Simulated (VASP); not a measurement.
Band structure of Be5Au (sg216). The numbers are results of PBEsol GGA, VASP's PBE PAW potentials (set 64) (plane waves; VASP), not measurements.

Unless said otherwise, spin-orbit coupling is left out, though it shifts the bands of the heavy elements here.

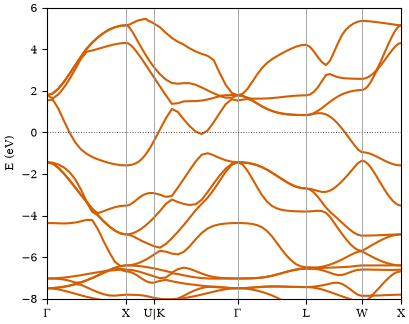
Fig. 1. Bands along high-symmetry lines, zero at the valence-band maximum or, without a gap, the Fermi level

Read the plot: is there a gap, and where are the band edges?

It has no gap at this level: it comes out as a metal or semimetal. (Edges off the drawn lines would not show.)

The compound is Be5Au in the sg216 structure. It was relaxed first. The electron count is odd and the run is not spin-polarised, which forces a metal.
